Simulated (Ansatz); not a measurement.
**CH₃MgO (doublet): density, localisation and related maps**

The calculation's input:

```
crystal:
  periodic: [false, false, false]
  atoms:
    - {symbol: C, position_ang: [0.498047, -0.240925, 0.077135]}
    - {symbol: O, position_ang: [-0.731031, 0.338104, -0.136673]}
    - {symbol: Mg, position_ang: [-2.317544, 1.078972, -0.409148]}
    - {symbol: H, position_ang: [0.590152, -1.208793, -0.438034]}
    - {symbol: H, position_ang: [1.319333, 0.395360, -0.285199]}
    - {symbol: H, position_ang: [0.683042, -0.426818, 1.145718]}
basis:
  gaussian: {orbitals: def2-TZVPP}
magnetization: {spin_polarized: true, initial_magnetization: 1}
hamiltonian: {xc: pbe0, dispersion: d4}
output: {orbitals: {seedname: orbitals}}
```

Launched as:

```sh
ansatz run in.yaml --threads 2 --pin off --events-out ev --progress --plain --max-ram 22528MiB --backend cpu
```

Geometry: PBE0-D4/def2-TZVP.

The calculation used UKS PBE0-D4/def2-TZVPP in Ansatz 0.2.0.

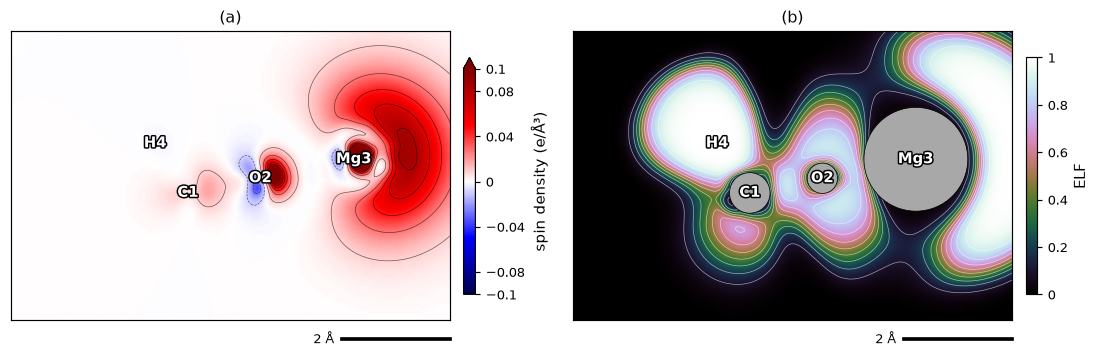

Figure 1. (a) spin density; (b) ELF on the plane of atoms O2, C1 and H4. Grey discs cover the atomic cores in the ELF map.

**What does the map show?**

- The plane passes through C, O, Mg and H nuclei.
- C–O (1.38 Å): the ELF peaks at about 0.90 between the atoms (a shared but strongly polarised pair).
- Mg–O (1.77 Å): the ELF peaks at about 0.85 in the valence shell of O, 0.6 Å from its nucleus, and is about 0.15 at the midpoint (a largely ionic contact).
- C–H (1.10 Å): the ELF climbs to about 1 towards the hydrogen, as it does in any bond to H (an ordinary covalent bond to hydrogen).
- The unpaired spin (1 electron) lies mostly on Mg3 (about 1.0), in electrons by Hirshfeld's partition.

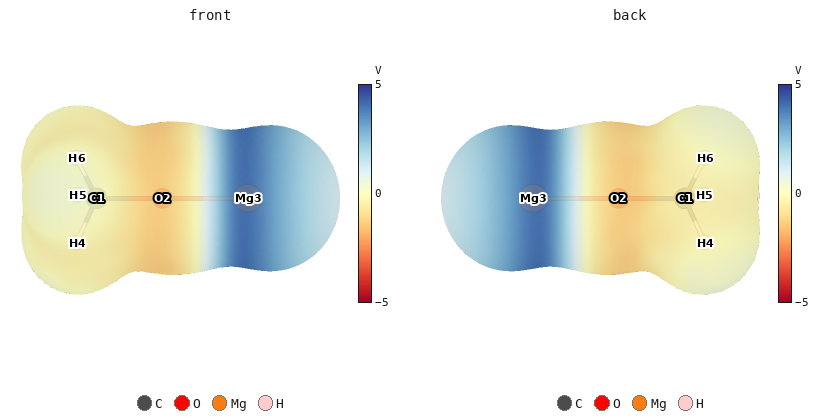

Figure 2. The molecular electrostatic potential painted on the density surface at 0.004 e/bohr³, seen from the front and from behind; red is negative and blue positive.

**Describe the electrostatic potential map.**

The most negative region (about −1.3 V) lies over O2, the most positive (about +4.1 V) over Mg3. O2 is the likeliest acceptor of a hydrogen bond.

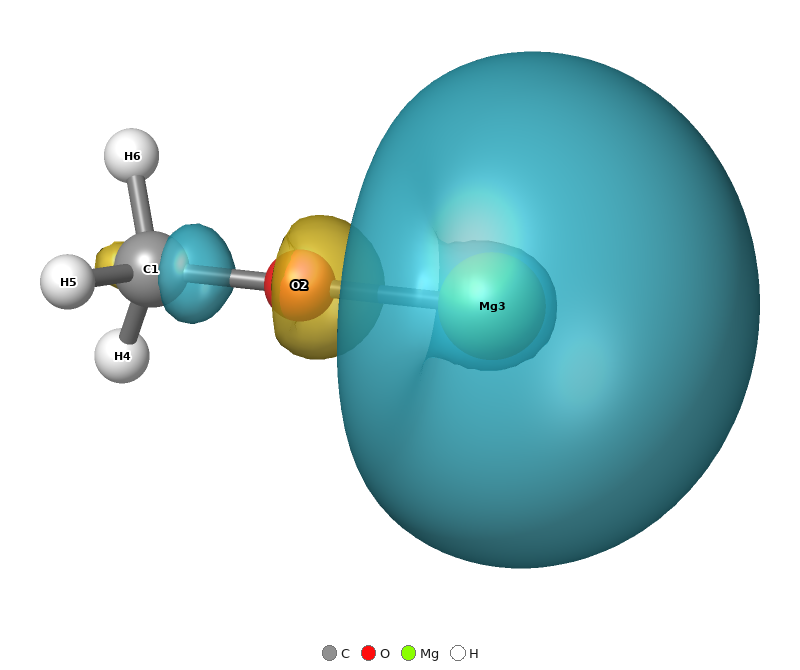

Figure 3. The LUMO (β) at ±0.08 Å⁻³ᐟ² (yellow and cyan are the two phases), seen at a tilt.

**What is the character of this orbital?**

By Hirshfeld shares it lies mainly on Mg3 (about 95 %). Its energy is −2.30 eV.
